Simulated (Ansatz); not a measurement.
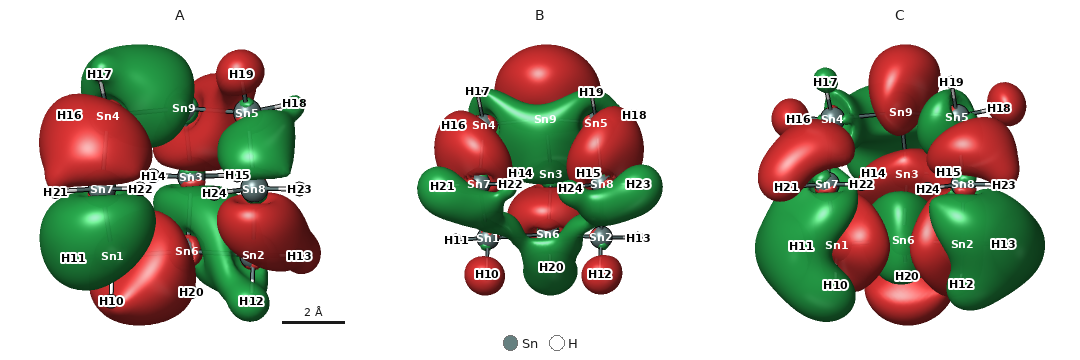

Figure 1: H15Sn9 (Sn9H16 off sphere) (doublet). Three frontier orbitals at ±0.03 Å⁻³ᐟ² (green and red are the two phases), in no order.

Geometry: PBE-D4/def2-SVP; core potentials replace the inner electrons of Sn.

All numbers below come from UKS PBE0-D4/def2-TZVP in Ansatz 0.2.0.

```yaml
atoms:
  - { symbol: Sn, position_ang: [0.2247, -3.1513, 0.1315] }
  - { symbol: Sn, position_ang: [0.1572, 0.0739, -3.1859] }
  - { symbol: Sn, position_ang: [-3.0466, 0.1123, 0.1095] }
  - { symbol: Sn, position_ang: [0.0621, 0.0778, 3.4197] }
  - { symbol: Sn, position_ang: [0.2140, 3.3426, 0.1643] }
  - { symbol: Sn, position_ang: [-1.4133, -1.5481, -1.5046] }
  - { symbol: Sn, position_ang: [1.7572, -1.5794, 1.8854] }
  - { symbol: Sn, position_ang: [1.7297, 1.8946, -1.7328] }
  - { symbol: Sn, position_ang: [-1.5094, 1.7907, 1.7978] }
  - { symbol: H, position_ang: [1.2612, -4.1312, -0.8600] }
  - { symbol: H, position_ang: [-0.7664, -4.2334, 1.0586] }
  - { symbol: H, position_ang: [1.1795, -0.9231, -4.1775] }
  - { symbol: H, position_ang: [-0.8858, 0.9583, -4.2569] }
  - { symbol: H, position_ang: [-4.1086, -0.8838, 1.0587] }
  - { symbol: H, position_ang: [-4.0699, 1.0615, -0.9263] }
  - { symbol: H, position_ang: [-0.9799, -0.9398, 4.3675] }
  - { symbol: H, position_ang: [1.0108, 0.9995, 4.5469] }
  - { symbol: H, position_ang: [-0.7434, 4.5024, -0.7082] }
  - { symbol: H, position_ang: [1.2999, 4.2618, 1.1651] }
  - { symbol: H, position_ang: [-2.4279, -2.5792, -2.4827] }
  - { symbol: H, position_ang: [2.7500, -2.5755, 2.9094] }
  - { symbol: H, position_ang: [2.8199, -0.5714, 0.9546] }
  - { symbol: H, position_ang: [2.4977, 3.0109, -2.8239] }
  - { symbol: H, position_ang: [2.9875, 1.0299, -0.9102] }
```

### Order the three orbitals by energy and name them. All are α orbitals.

A is the HOMO−1 (α) (−7.06 eV). Its weight (Hirshfeld) is mainly on Sn1 (about 20 %), Sn7 (about 15 %), Sn6 (about 15 %), Sn4 (about 15 %), Sn9 (about 10 %) and Sn3 (about 5 %). B is the HOMO (α) (−5.85 eV). Its weight (Hirshfeld) is mainly on Sn9 (about 50 %), Sn3 (about 10 %), Sn4 (about 10 %), Sn5 (about 10 %), Sn6 (about 5 %) and Sn7 (about 5 %). C is the LUMO (α) (−1.60 eV). Its weight (Hirshfeld) is mainly on Sn6 (about 20 %), Sn1 (about 15 %), Sn3 (about 10 %), Sn2 (about 10 %), Sn9 (about 5 %) and Sn8 (about 5 %).

### What is the gap between the highest occupied and lowest empty α orbitals?

4.25 eV between the orbital energies.
